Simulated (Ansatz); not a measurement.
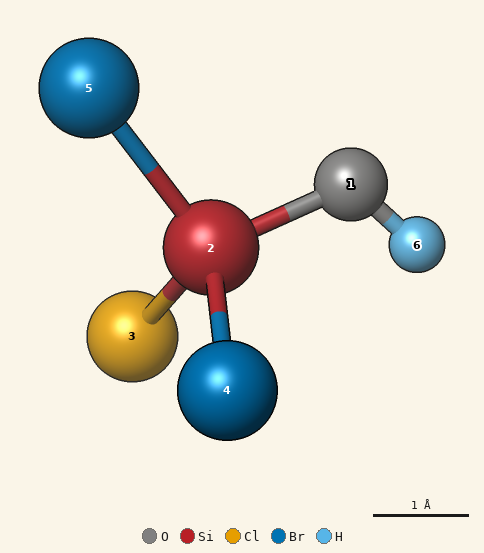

This is the input geometry for a relaxation of SiHOBr2Cl. A ball-and-stick model, seen at a tilt.

The start comes from PBE-D4/def2-SVP.

Computed with Ansatz 0.2.0, RKS PBE0-D4/def2-TZVP.

The input:
```yaml
crystal:
  periodic: [false, false, false]
  atoms:
    - {symbol: O, position_ang: [-0.794925, 0.373923, 1.074825]}
    - {symbol: Si, position_ang: [0.193355, 0.063335, -0.217840]}
    - {symbol: Cl, position_ang: [1.909296, -0.923830, 0.374569]}
    - {symbol: Br, position_ang: [-0.834088, -1.196045, -1.740008]}
    - {symbol: Br, position_ang: [0.716815, 2.029984, -1.071007]}
    - {symbol: H, position_ang: [-1.148453, -0.411368, 1.533260]}
basis:
  gaussian: {orbitals: def2-TZVP}
hamiltonian: {xc: pbe0, dispersion: d4}
relax: {f_tol: 0.005, max_steps: 150}
```

> Predict the outcome.

After 7 geometry steps the energy has fallen by 0.051 eV. The largest force component goes from 0.82 to 0.00049 eV/Å. The atom that moves furthest after the best rigid fit is O1 (0.037 Å). Largest moves by element: O 0.037 Å, Br 0.034 Å, Cl 0.030 Å, H 0.023 Å, Si 0.007 Å. Near-neighbour distances that change, for instance: O1–Si2 1.657 → 1.619 Å, Si2–Cl3 2.066 → 2.034 Å, Si2–Br4 2.227 → 2.201 Å, Si2–Br5 2.207 → 2.184 Å. Bond angles that change, for instance: Si2–O1–H6 115.6° → 118.1°. The run took of the order of 100 core-seconds on a shared host.

The structure at the end:

```xyz
6

O    -0.7718    0.3539    1.0542
Si    0.1949    0.0643   -0.2114
Cl    1.8853   -0.9095    0.3631
Br   -0.8246   -1.1847   -1.7097
Br    0.7094    2.0107   -1.0568
H    -1.1513   -0.3987    1.5143
```
